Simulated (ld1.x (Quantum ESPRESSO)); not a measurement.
**Ge: generating and testing an ultrasoft potential**

Aim: build the potential from the settings below, then test how well it stands in for the atom: other configurations, scattering, ghost states and the plane-wave cutoff that it needs.

Method: ld1.x (Quantum ESPRESSO) 7.5, PBE, scalar-relativistic.

### Step 1. The atom and the settings

The settings as typed:

```json
{
  "element": "germanium (Ge, Z = 32)",
  "type": "ultrasoft",
  "frozen core": "[Ne] 3s2",
  "valence charge": "20",
  "reference configuration": "3p6 3d10 4s1 4p3",
  "partial waves": "4s (bound): rcut 1.65, rcutus 1.90 bohr; 4s channel at -0.6 Ry: rcut 1.65, rcutus 1.90 bohr; 3p (bound): rcut 0.90, rcutus 1.15 bohr; 4p (bound): rcut 0.90, rcutus 1.15 bohr; 3d (bound): rcut 1.25, rcutus 1.40 bohr; 3d channel at -0.7 Ry: rcut 1.25, rcutus 1.40 bohr",
  "local potential": "all-electron potential smoothed inside 1.00 bohr (lloc = -1)",
  "core correction": "a·sin(br)/r model core inside 0.65 bohr",
  "augmentation charge": "PSQ, radius 0.75 bohr"
}
```

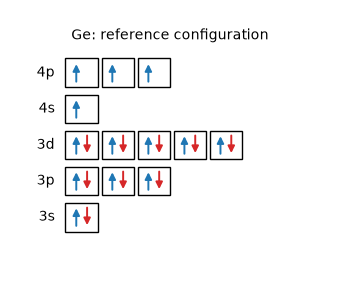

The outer shells as boxes. The arrows follow Hund's rule for the drawing; the calculation itself is spin-unpolarised.

### Step 2. The generation run

The input, Ge.in:

```
 &input
   title='Ge', zed=32., rel=1, dft='PBE', iswitch=3,
   config='[Ar] 3d10 4s1 4p3',
   nld=3, rlderiv=2.05, eminld=-11.0, emaxld=5.0, deld=0.04
 /
 &inputp
   pseudotype=3, tm=.true., lloc=-1, rcloc=1.00,
   nlcc=.true., rcore=0.65,
   which_augfun='PSQ', rmatch_augfun=0.75,
   file_pseudopw='Ge.UPF', file_wfcaegen='ae.wfc', file_wfcncgen='nc.wfc', file_beta='beta', file_chi='chi', file_wfcusgen='us.wfc'
 /
6
4S  1  0   1.00   0.00  1.65  1.90  0.0
4S  1  0   0.00  -0.60  1.65  1.90  0.0
3P  2  1   6.00   0.00  0.90  1.15  0.0
4P  3  1   3.00   0.00  0.90  1.15  0.0
3D  3  2  10.00   0.00  1.25  1.40  0.0
3D  3  2   0.00  -0.70  1.25  1.40  0.0
 &test
   configts(1)='3p6 3d10 4s1 4p3'
 /
```

The run is started by

```console
$ ld1.x < Ge.in > Ge.out
```

What the program wrote to Ge.out (without the banner and most projector matrices):

```text
     Program LD1 v.7.5
     --------------------------- All-electron run ----------------------------

     Ge
     scalar relativistic calculation

     atomic number is 32.00
     dft =PBE   lsd =0 sic =0 latt =0  beta=0.20 tr2=1.0E-14
     Exchange-correlation= PBE
                           (   1   4   3   4   0   0   0)
     mesh =1207 r(mesh) = 100.41023 a.u. xmin = -7.00 dx = 0.01250
     1 Ry =  13.60569312 eV, c = 137.03599908

     n l     nl                  e(Ry)          e(Ha)          e(eV)
     1 0     1S 1( 2.00)      -805.7647      -402.8823    -10962.9868
     2 0     2S 1( 2.00)      -100.9528       -50.4764     -1373.5327
     2 1     2P 1( 6.00)       -88.2315       -44.1157     -1200.4503
     3 0     3S 1( 2.00)       -12.5157        -6.2578      -170.2842
     3 1     3P 1( 6.00)        -8.6294        -4.3147      -117.4087
     3 2     3D 1(10.00)        -2.2821        -1.1410       -31.0495
     4 0     4S 1( 1.00)        -0.9325        -0.4662       -12.6867
     4 1     4P 1( 3.00)        -0.3369        -0.1684        -4.5831

     final scf error:  7.4E-15 reached in  35 iterations

     Etot =   -4197.084042 Ry,   -2098.542021 Ha,  -57104.237489 eV

     Ekin =    4273.083513 Ry,    2136.541757 Ha,   58138.262967 eV
     Encl =  -10111.719486 Ry,   -5055.859743 Ha, -137576.952274 eV
     Eh   =    1800.433334 Ry,     900.216667 Ha,   24496.143427 eV
     Exc  =    -158.881403 Ry,     -79.440701 Ha,   -2161.691609 eV

     normalization and overlap integrals

     s(1S/1S) =  1.000000  <r> =   0.0470  <r2> =    0.0030  r(max) =   0.0309
     s(2S/2S) =  1.000000  <r> =   0.2100  <r2> =    0.0520  r(max) =   0.1754
     s(2P/2P) =  1.000000  <r> =   0.1837  <r2> =    0.0414  r(max) =   0.1418
     s(3S/3S) =  1.000000  <r> =   0.6242  <r2> =    0.4494  r(max) =   0.5402
     s(3P/3P) =  1.000000  <r> =   0.6469  <r2> =    0.4926  r(max) =   0.5402
     s(3D/3D) =  1.000000  <r> =   0.7341  <r2> =    0.6907  r(max) =   0.5012
     s(4S/4S) =  1.000000  <r> =   2.0845  <r2> =    5.0180  r(max) =   1.7277
     s(4P/4P) =  1.000000  <r> =   2.7865  <r2> =    9.2245  r(max) =   2.1636

     ------------------------ End of All-electron run ------------------------

     --------------------- Generating US pseudopotential ---------------------

      Generating local potential from pseudized AE potential:
      Matching radius rcloc =   1.0000

      Local pseudo, rcloc= 1.009 Estimated cut-off energy=    24.13 Ry

      Computing core charge for nlcc:

       r > 0.65 : true rho core
       r < 0.65 : rho core = a sin(br)/r    a=   8.08  b=   3.70

      Integrated core pseudo-charge :   2.27
      Wfc-us  4S rcutus= 1.886  Estimated cut-off energy=    12.86 Ry
      Wfc-us  4S rcutus= 1.886  Estimated cut-off energy=    13.43 Ry
      Wfc-us  3P rcutus= 1.144  Estimated cut-off energy=    65.28 Ry
      Wfc-us  4P rcutus= 1.144  Estimated cut-off energy=   123.60 Ry
      Wfc-us  3D rcutus= 1.397  Estimated cut-off energy=    61.18 Ry
      Wfc-us  3D rcutus= 1.397  Estimated cut-off energy=   104.99 Ry

     Q pseudized with Bessel functions
     Expected ecutrho=     733.7160 due to l1=  2   l2=  2

     ------------------- End of pseudopotential generation -------------------

     [... the all-electron block is printed once more ...]


     Computing logarithmic derivative in   2.04528
     Computing logarithmic derivative in   2.04528
     Computing the partial wave expansion
     R is outside the sphere for l=    0 j= 0.00
     R is outside the sphere for l=    0 j= 0.00
     R is outside the sphere for l=    1 j= 0.00
     R is outside the sphere for l=    1 j= 0.00
     R is outside the sphere for l=    2 j= 0.00
     R is outside the sphere for l=    2 j= 0.00

     ---------------------- Testing the pseudopotential ----------------------

     Ge
     scalar relativistic calculation

     atomic number is 32.00   valence charge is 20.00
     dft =PBE   lsd =0 sic =0 latt =0  beta=0.20 tr2=1.0E-14
     mesh =1207 r(mesh) = 100.41023 xmin = -7.00 dx = 0.01250

     n l     nl             e AE (Ry)        e PS (Ry)    De AE-PS (Ry)
     2 1     3P   1( 6.00)       -8.62938       -8.62922       -0.00016
     3 2     3D   1(10.00)       -2.28210       -2.28194       -0.00016
     1 0     4S   1( 1.00)       -0.93246       -0.93244       -0.00002
     3 1     4P   1( 3.00)       -0.33685       -0.33682       -0.00003

     eps = 1.0E-15  iter =  6

     Etot =   -4197.084042 Ry,   -2098.542021 Ha,  -57104.237489 eV
     Etotps =  -469.468991 Ry,    -234.734496 Ha,   -6387.451023 eV

     Ekin =      93.018761 Ry,      46.509380 Ha,    1265.584717 eV
     Encl =   -1032.532739 Ry,    -516.266369 Ha,  -14048.323580 eV
     Ehrt =     399.781267 Ry,     199.890634 Ha,    5439.301240 eV
     Ecxc =     -50.168391 Ry,     -25.084196 Ha,    -682.575738 eV
     (Ecc =      -3.622024 Ry,      -1.811012 Ha,     -49.280150 eV)
     Epseu=     120.432111 Ry,      60.216055 Ha,    1638.562338 eV

     ---------------------- End of pseudopotential test ----------------------
```

It took 2.7 s on 1 thread, shared host. This counts the later configuration tests of the new file too.

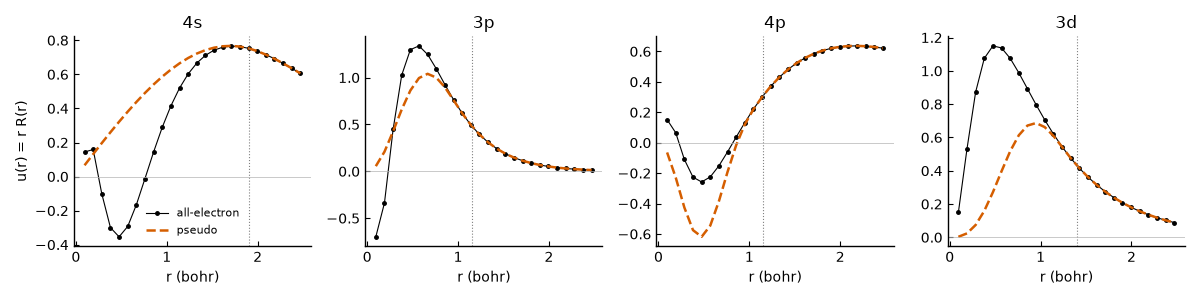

Bound waves of the atom and their pseudo partners (4s, 3p, 4p, 3d), with the matching radii dotted. The curves join 26 sampled radii, too few to resolve the innermost nodes.

### Step 3. Testing the new file in other configurations

The input, Ge.test.in:

```
 &input
   title='Ge', zed=32., rel=1, dft='PBE', iswitch=2,
   config='[Ar] 3d10 4s1 4p3'
 /
 &test
   file_pseudo='Ge.UPF', nconf=8,
   configts(1)='3p6 3d10 4s1 4p3',
   configts(2)='3p6 3d10 4s2 4p2',
   configts(3)='3p6 3d10 4s2 4p1',
   configts(4)='3p6 3d10 4s2 4p0',
   configts(5)='3p6 3d9 4s2 4p3',
   configts(6)='3p6 3d9 4s2 4p2',
   configts(7)='3p5 3d10 4s2 4p2',
   configts(8)='3p6 3d10 4s2 4p2.3'
 /
```

The run is started by

```console
$ ld1.x < Ge.test.in > Ge.test.out
```

Ge.test.out, the pseudopotential blocks, each with the warnings that came before it:

```text
     ---------------------- Testing the pseudopotential ----------------------

     Ge
     scalar relativistic calculation

     atomic number is 32.00   valence charge is 20.00
     dft =PBE   lsd =0 sic =0 latt =0  beta=0.20 tr2=1.0E-14
     mesh =1207 r(mesh) = 100.41023 xmin = -7.00 dx = 0.01250

     n l     nl             e AE (Ry)        e PS (Ry)    De AE-PS (Ry)
     2 1     3P   1( 6.00)       -8.62938       -8.62922       -0.00016
     3 2     3D   1(10.00)       -2.28210       -2.28194       -0.00016
     1 0     4S   1( 1.00)       -0.93246       -0.93244       -0.00002
     3 1     4P   1( 3.00)       -0.33685       -0.33682       -0.00003

     eps = 1.0E-15  iter =  6

     Etot =   -4197.084042 Ry,   -2098.542021 Ha,  -57104.237489 eV
     Etotps =  -469.468991 Ry,    -234.734496 Ha,   -6387.451023 eV

     Ekin =      93.018761 Ry,      46.509380 Ha,    1265.584717 eV
     Encl =   -1032.532739 Ry,    -516.266369 Ha,  -14048.323580 eV
     Ehrt =     399.781267 Ry,     199.890634 Ha,    5439.301240 eV
     Ecxc =     -50.168391 Ry,     -25.084196 Ha,    -682.575738 eV
     (Ecc =      -3.622024 Ry,      -1.811012 Ha,     -49.280150 eV)
     Epseu=     120.432111 Ry,      60.216055 Ha,    1638.562338 eV

     ---------------------- End of pseudopotential test ----------------------

     ---------------------- Testing the pseudopotential ----------------------

     Ge
     [...]
     n l     nl             e AE (Ry)        e PS (Ry)    De AE-PS (Ry)
     2 1     3P   1( 6.00)       -8.49795       -8.50056        0.00261
     3 2     3D   1(10.00)       -2.15431       -2.15758        0.00327
     1 0     4S   1( 2.00)       -0.86222       -0.86215       -0.00007
     3 1     4P   1( 2.00)       -0.28630       -0.28636        0.00006

     eps = 8.7E-15  iter = 13

     Etot =   -4197.669992 Ry,   -2098.834996 Ha,  -57112.209742 eV
     Etotps =  -470.054929 Ry,    -235.027465 Ha,   -6395.423116 eV
     dEtot_ae =      -0.585950 Ry
     dEtot_ps =      -0.585938 Ry,   Delta E=      -0.000012 Ry

     [...]
     ---------------------- End of pseudopotential test ----------------------

     ---------------------- Testing the pseudopotential ----------------------

     Ge
     [...]
     n l     nl             e AE (Ry)        e PS (Ry)    De AE-PS (Ry)
     2 1     3P   1( 6.00)       -9.16139       -9.16583        0.00445
     3 2     3D   1(10.00)       -2.81637       -2.82236        0.00599  !
     1 0     4S   1( 2.00)       -1.45956       -1.45957        0.00000
     3 1     4P   1( 1.00)       -0.82628       -0.82661        0.00033

     eps = 2.3E-15  iter = 17

     Etot =   -4197.122869 Ry,   -2098.561434 Ha,  -57104.765750 eV
     Etotps =  -469.507571 Ry,    -234.753785 Ha,   -6387.975926 eV
     dEtot_ae =      -0.038826 Ry
     dEtot_ps =      -0.038580 Ry,   Delta E=      -0.000247 Ry

     [...]
     ---------------------- End of pseudopotential test ----------------------

     ---------------------- Testing the pseudopotential ----------------------

     Ge
     [...]
     n l     nl             e AE (Ry)        e PS (Ry)    De AE-PS (Ry)
     2 1     3P   1( 6.00)       -9.96437       -9.97455        0.01018  !
     3 2     3D   1(10.00)       -3.61570       -3.62942        0.01372  !
     1 0     4S   1( 2.00)       -2.14976       -2.15042        0.00065
     3 1     4P   1( 0.00)       -1.45571       -1.45727        0.00156

     eps = 9.3E-15  iter = 13

     Etot =   -4195.988126 Ry,   -2097.994063 Ha,  -57089.326796 eV
     Etotps =  -468.371871 Ry,    -234.185936 Ha,   -6372.523951 eV
     dEtot_ae =       1.095916 Ry
     dEtot_ps =       1.097120 Ry,   Delta E=      -0.001204 Ry

     [...]
     ---------------------- End of pseudopotential test ----------------------

     Warning: n=3, l=2 expected 0 nodes, found 1
     ---------------------- Testing the pseudopotential ----------------------

     Ge
     [...]
     n l     nl             e AE (Ry)        e PS (Ry)    De AE-PS (Ry)
     2 1     3P   1( 6.00)       -9.26362       -9.30335        0.03973  !
     3 2     3D   1( 9.00)       -2.87521       -2.92050        0.04529  !
     1 0     4S   1( 2.00)       -1.03148       -1.02545       -0.00604  !
     3 1     4P   1( 3.00)       -0.37973       -0.38147        0.00173

     eps = 8.3E-15  iter = 18

     Etot =   -4195.492471 Ry,   -2097.746235 Ha,  -57082.583060 eV
     Etotps =  -467.849730 Ry,    -233.924865 Ha,   -6365.419852 eV
     dEtot_ae =       1.591571 Ry
     dEtot_ps =       1.619261 Ry,   Delta E=      -0.027690 Ry

     [...]
     ---------------------- End of pseudopotential test ----------------------
```

3 tests gave no usable energy difference (3p6 3d9 4s2 4p2; 3p5 3d10 4s2 4p2; 3p6 3d10 4s2 4p2.3); the test run stopped with "negative rho".

The tests as a table, with energies relative to 3p6 3d10 4s1 4p3. A star marks tests that logged a warning.

| valence configuration | charge | ΔE all-electron (eV) | error AE − PS (meV) |
| --- | --- | --- | --- |
| 3p6 3d10 4s2 4p2 | 0 | -7.972 | -0.2 |
| 3p6 3d10 4s2 4p1 | +1 | -0.528 | -3.4 |
| 3p6 3d10 4s2 4p0 | +2 | 14.911 | -16 |
| 3p6 3d9 4s2 4p3 * | 0 | 21.654 | -377 |

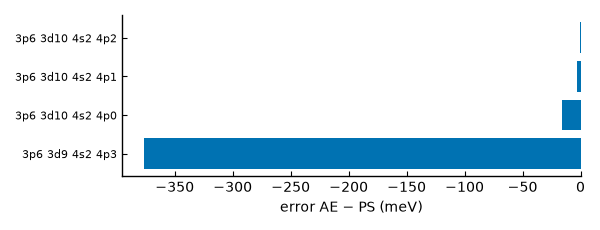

Error of the potential in each test configuration.

### Step 4. Does it scatter like the atom?

Taken from the files of the generation run. The phase is arctan(r·u′/u) with u = r·R, unwrapped, with energies in Ry. A pole is an energy at which the radial function vanishes at the test radius. The pseudo phase is shifted by a multiple of π to meet the all-electron one at the reference energy. Levels narrower than the energy grid can be missing from the poles. n/a: a narrow level or a reset projector energy made the automatic matching unsafe. The last column is the largest difference on the grid between −1 and +1 Ry.

```tsv
channel	radius (bohr)	reference (Ry)	poles AE	poles PS	window around the reference with phases within 0.05 rad (Ry)	largest difference near zero (rad)
s	2.04	-0.93	1.72	1.72	n/a	n/a
p	2.04	-0.34	-8.60, 3.23	-8.60, 3.11	the whole range	0.003
d	2.04	-2.28	-2.19	-2.19	the whole range	0.002
```

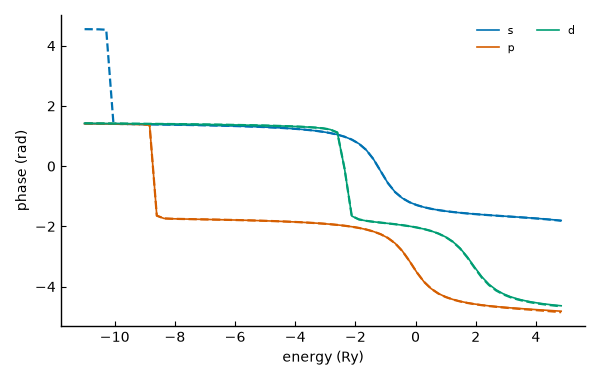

All-electron (solid) and pseudo (dashed) phases against energy.

### Step 5. Cutoff and ghost test in a Bessel basis

A separate test, outside the generator: the pseudo-atom's Hamiltonian at the reference potential is diagonalised in spherical Bessel functions j_l(qr) that vanish at 20 bohr, with q² up to the cutoff.

All-electron valence levels (Ry): 4s -0.9325, 3p -8.6294, 4p -0.3368, 3d -2.2821. The lowest levels of each channel (Ry) by cutoff; the last column sums, over occupied levels, occupation times the distance from the level at 400 Ry. A positive value at high cutoff is not a bound level.

```csv
cutoff (Ry),s #1,s #2,p #1,p #2,d #1,f #1,Σ f·Δε (mRy)
8,-0.9316,-0.0387,-4.1359,-0.0775,-0.2039,0.1092,48522.2
15,-0.9324,-0.0388,-7.0296,-0.1618,-1.3638,0.1092,19306.6
21,-1.1014,-0.9324,-7.8692,-0.1963,-1.9548,0.1092,8256.0
35,-7.3614,-0.9324,-8.5243,-0.2395,-2.2408,0.1092,1335.7
50,-9.4416,-0.9325,-8.6145,-0.2599,-2.2797,0.1092,343.9
60,-9.8049,-0.9325,-8.6258,-0.2740,-2.2814,0.1092,217.9
90,-10.0977,-0.9325,-8.6284,-0.3284,-2.2820,0.1092,32.7
100,-10.1118,-0.9325,-8.6290,-0.3350,-2.2820,0.1092,9.0
120,-10.1211,-0.9325,-8.6293,-0.3358,-2.2820,0.1092,4.7
160,-10.1236,-0.9325,-8.6293,-0.3367,-2.2821,0.1092,1.1
180,-10.1237,-0.9325,-8.6294,-0.3367,-2.2821,0.1092,0.6
230,-10.1237,-0.9325,-8.6294,-0.3368,-2.2821,0.1092,0.3
400,-10.1237,-0.9325,-8.6294,-0.3369,-2.2821,0.1092,0.0
```

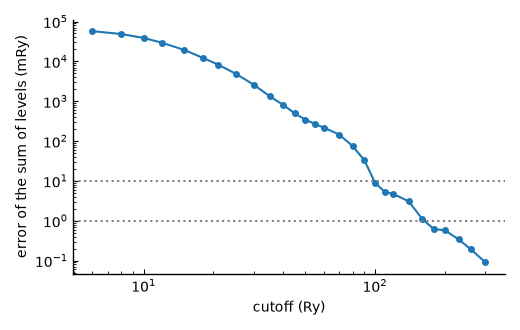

Occupation-weighted error of the valence levels against the cutoff; the dotted lines mark 10 and 1 mRy.

The sum stays within 10 mRy from 100 Ry and within 1 mRy from 180 Ry. The sum leaves out empty levels, which can need more. Ghost test: ghost state, bound below the all-electron valence or empty levels of the same l: s at -137.7 eV.

### Step 6. Summary of results

| quantity | value |
| --- | --- |
| cutoffs for 10 and 1 mRy, occupied levels | 100 Ry and 180 Ry |
| bound ghosts | s at -137.74 eV |
| largest test error (AE − PS) | -377 meV, for 3p6 3d9 4s2 4p3 (this test logged a warning) (3 tests unsolved) |
| largest phase difference near zero energy, channels read | 0.003 rad |
| lowest eigenvalue of the overlap (Bessel basis) | 0.044 (p) |
| density cutoff estimated by the generator | 734 Ry |

**Reading.** A bound ghost (s) makes it unfit for use: electrons can fall into a state that the atom doesn't have. The worst unpolarised test, 3p6 3d9 4s2 4p3, is off by 377 meV on 21.7 eV; by total energies transferability rates as poor. The test run broke off, so later configurations gave nothing; the verdict rests on few tests. By its cutoff, 100 Ry for the looser tolerance, it is hard. The slowest occupied level is 4p: taken alone it needs 140 Ry to come within 1 mRy, against 100 Ry for 3p. Near zero energy the phases of the channels with partial waves that could be evaluated agree within 0.003 rad. All of this concerns the isolated atom, not yet a solid.
